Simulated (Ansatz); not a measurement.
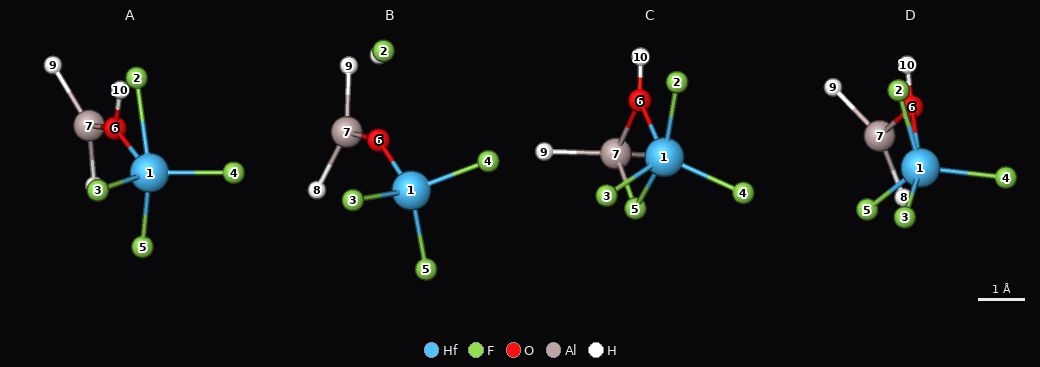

4 geometries from one relaxation of HfAlH3OF4, in shuffled order. The picture is a ball-and-stick view, seen from a free direction.

The run prepares an end point of a later path (reaction) calculation, from a guessed geometry.

Theory: Ansatz 0.2.0, RKS PBE0/def2-SVP. Settings: no spin polarisation; force threshold 0.03 eV/Å; at most 50 steps.

> Put them in the order of the run, from the start to the converged end.

B, A, D, C. They are steps 0, 20, 33, 47, at +213.2 kJ/mol, +155.9 kJ/mol, +88.7 kJ/mol relative to the last. The largest move after the best rigid fit is that of H9, 2.48 Å. By element the largest moves are H 2.48 Å, F 1.89 Å, O 0.88 Å, Hf 0.79 Å, Al 0.62 Å. Near-neighbour distances that change, for instance: F5–Al7 4.222 → 1.837 Å, F2–H10 0.926 → 2.743 Å, Hf1–F2 3.170 → 1.911 Å, O6–H10 2.205 → 0.963 Å. New bonds form, among them: F5–Al7 (4.22 → 1.84 Å), Hf1–F2 (3.17 → 1.91 Å), O6–H10 (2.20 → 0.96 Å). Bonds break, among them: F2–H10 (0.93 → 2.74 Å). Bond angles that change, for instance: Hf1–O6–Al7 153.1° → 105.9°, F5–Hf1–O6 105.7° → 67.6°, F3–Hf1–F5 106.7° → 92.5°. After 44 accepted moves (47 points after the start) the energy has fallen by 213.2 kJ/mol. Largest force component: 1.3 eV/Å at the start, 0.015 eV/Å at the end. The line search rejected the trial steps at points 12, 25, 45 of the run. The forces were under the threshold at step 14, but the run went on from there. Cost: 2.7 min on 4 threads of Arm Neoverse V1 (shared host), peak memory 0.36 GiB.

Limits of the set-up: the start holds two separate molecules, 2.2 Å apart at their closest, whose relative position is a soft coordinate and is computed without a dispersion correction.
